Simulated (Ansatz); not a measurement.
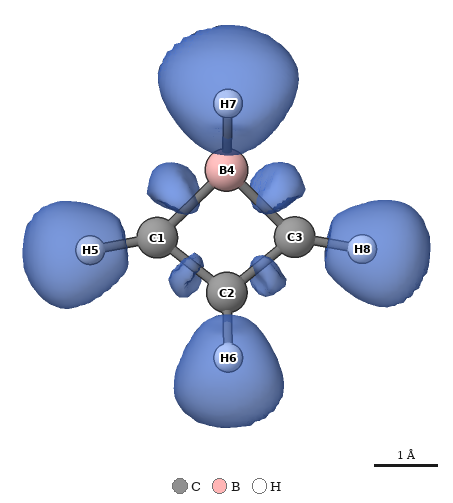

Figure 1: C3H4B (doublet). Isosurface of the ELF at 0.85 (blue), seen across its widest extent. Only the valence region is drawn (cores and ρ < 0.01 e/Å³ removed).

Geometry: B3LYP-D3(BJ)/def2-SVP.

Theory: isolated molecule in a Gaussian basis; Kohn-Sham density functional theory, functional PBE0 (Ansatz).

```yaml
atoms:
  - { symbol: C, position_ang: [-1.2706, -0.4134, 0.7352] }
  - { symbol: C, position_ang: [-1.3944, -1.2222, -0.4207] }
  - { symbol: C, position_ang: [-1.7171, -0.2508, -1.3994] }
  - { symbol: B, position_ang: [-1.1115, 0.7056, -0.3330] }
  - { symbol: H, position_ang: [-1.0322, -0.6904, 1.7612] }
  - { symbol: H, position_ang: [-1.1511, -2.2890, -0.5529] }
  - { symbol: H, position_ang: [-0.4249, 1.6923, -0.4015] }
  - { symbol: H, position_ang: [-1.9159, -0.3685, -2.4638] }
```

> What do the ELF domains correspond to?

At this value the surface marks out two regions between bonded B–C atoms (shared pairs), two regions between bonded C–C atoms (shared pairs) and four regions around hydrogen nuclei. Profiles from the grid: C–C (1.42 Å): the ELF peaks at about 0.95 between the atoms: a covalent bond. C–B (1.56 Å): the ELF peaks at about 0.95 between the atoms (a covalent bond).
